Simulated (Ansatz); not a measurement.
C2H7OSi (doublet)

Input file:

```
crystal:
  periodic: [false, false, false]
  atoms:
    - symbol: C
      position_ang: [-2.092302, 0.095132, 1.480106]
    - symbol: C
      position_ang: [-0.153582, 2.379911, 0.631859]
    - symbol: O
      position_ang: [-2.361165, 1.686471, -1.013053]
    - symbol: Si
      position_ang: [-1.947577, 1.785185, 0.617704]
    - symbol: H
      position_ang: [-3.116485, -0.293724, 1.464097]
    - symbol: H
      position_ang: [-1.787970, 0.182349, 2.530001]
    - symbol: H
      position_ang: [-1.439558, -0.643876, 0.995307]
    - symbol: H
      position_ang: [0.487658, 1.667489, 0.095479]
    - symbol: H
      position_ang: [-0.055074, 3.355388, 0.145083]
    - symbol: H
      position_ang: [0.219906, 2.471037, 1.658046]
    - symbol: H
      position_ang: [-3.271012, 1.409446, -1.191300]
basis:
  gaussian:
    orbitals: def2-TZVPD
magnetization:
  spin_polarized: true
  initial_magnetization: 1
hamiltonian:
  xc: {name: PBE0}
output: {forces: true, orbitals: {seedname: orbitals}}
```

Command:

```sh
ansatz run input.yaml --threads 2 --pin off --max-ram 4350MiB --events-out events.jsonl --progress --plain --runs-dir runs
```

Geometry: B3LYP/6-31G*.

These are results of isolated molecule in a Gaussian basis; Kohn-Sham density functional theory, functional PBE0 (Ansatz 0.2.0), not measurements.

### What will maps of the electron density, electron localisation function and spin density show?

C–Si (1.89 Å): ρ at the midpoint is about 0.94 e/Å³; the ELF peaks at about 0.95 between the atoms (a shared electron pair).
C–H (1.09 Å): ρ is about 2 e/Å³ halfway; the ELF climbs to about 1 towards the hydrogen, as it does in any bond to H: a covalent bond by its length.
The unpaired spin (1 electron) lies mostly on Si4 (about 0.7), O3 (about 0.1) and C1 (about 0.1), in electrons by Hirshfeld's partition.

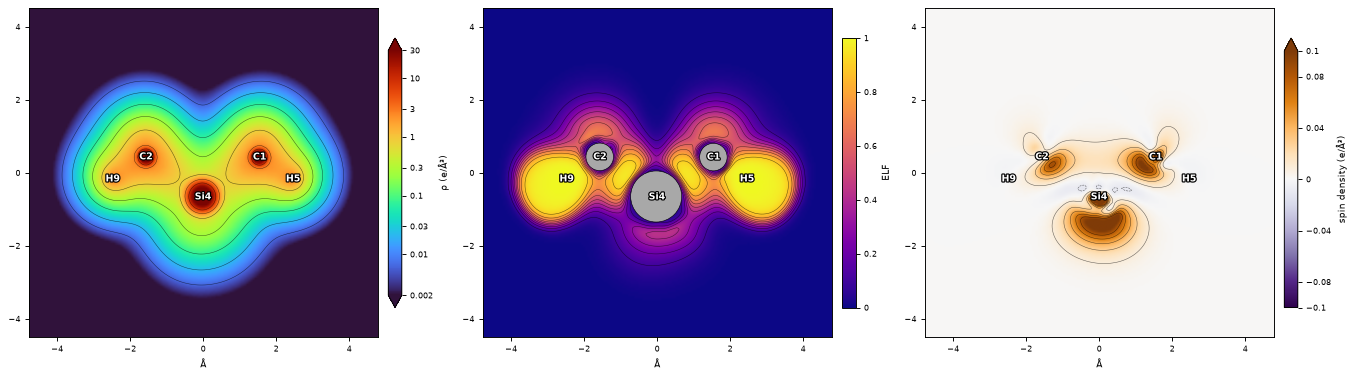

Computed electron density, electron localisation function and spin density on the plane of atoms C1, Si4 and C2, in this order. Grey discs cover the atomic cores in the ELF map. 
